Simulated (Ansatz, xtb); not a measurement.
AlHSCl (SMILES [SH][Al][Cl]): the vertical energy of the quartet above the doublet, rung by rung

AlHSCl: 4 atoms, total charge 0, spin state doublet. As SMILES, `[SH][Al][Cl]`. The shape is that of a PBE0-D4/def2-TZVP optimisation.

Each level gives the vertical energy of the quartet above the doublet (eV). The values are calculated.

```tsv
level	kind	program	value (eV)	less FCI/STO-3G	CPU time (all runs)
GFN2-xTB	semi-empirical	xtb	6.00	-0.06	under 2 s
UPBE/STO-3G	GGA	Ansatz	6.38	+0.32	7.7 s
U-r2SCAN/STO-3G	meta-GGA	Ansatz	6.32	+0.26	21 s
UBHLYP/STO-3G	global hybrid	Ansatz	6.40	+0.34	5.9 s
U-wB97X/STO-3G	range-separated hybrid	Ansatz	6.56	+0.50	29 s
UHSE06/STO-3G	range-separated hybrid	Ansatz	6.43	+0.37	7.7 s
UB2PLYP/STO-3G	double hybrid	Ansatz	6.40	+0.34	7.2 s
UMP2/STO-3G	perturbation theory	Ansatz	5.90	-0.16	0.63 s
UCCSDT/STO-3G	coupled cluster or CI	Ansatz	6.06	0.00	2.6 s
FCI/STO-3G	exact in the basis	Ansatz	6.06	0.00	11 s
```

FCI/STO-3G is exact within its basis and frozen core, so for wave-function methods in that basis the difference is their error; functionals converge differently with the basis, so for them it is only a difference. The values span 5.90 to 6.56 eV. The xTB rows lack spin polarisation, so open shells miss the exchange term that lowers them. All rows use very small basis sets, so none should be taken for the real molecule's value. Times are those of the runs behind each value, whatever else they computed, on shared processors of several kinds: orders of magnitude only.

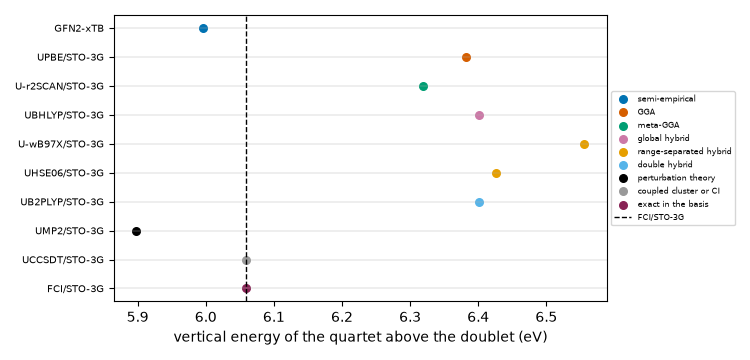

The values of the table, level by level.
